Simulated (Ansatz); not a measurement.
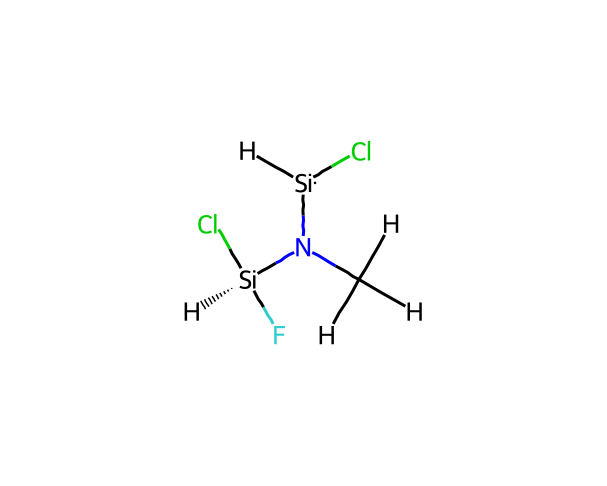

Structural formula above. State: neutral, doublet. The computed structure is the end point of a PBE-D4/def2-SVP optimisation. No frequency run is at hand to confirm it as a minimum.

What does the molecule look like in three dimensions?

It has 12 atoms: 1 carbon, 5 hydrogen, 2 chlorine, 1 fluorine, 1 nitrogen and 2 silicon (CH₅Cl₂FNSi₂). SMILES: `CN([SiH]Cl)[Si@@H](F)Cl`. It has no ring. Among its groups: Si–H bond, Si–N bond. The point group is C1. It is an open-shell species. Coordination: 1 C tetrahedral; 1 N trigonal planar; 1 Si trigonal pyramidal; 1 Si tetrahedral.

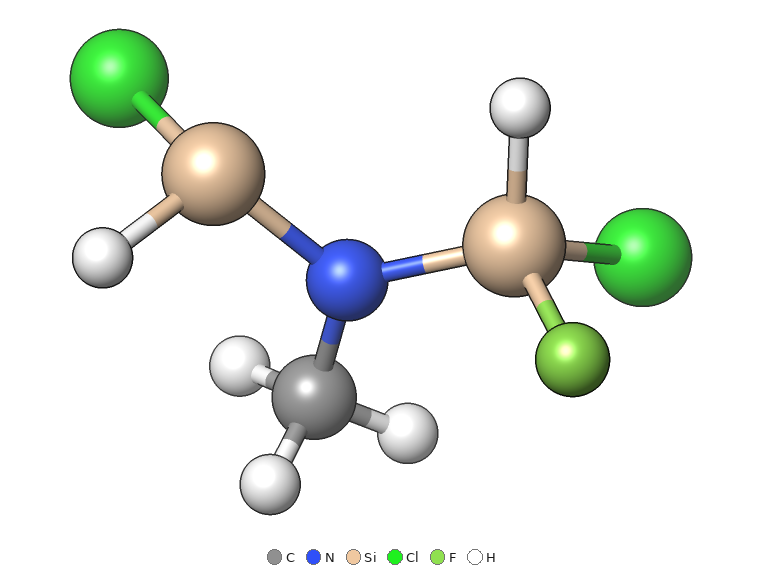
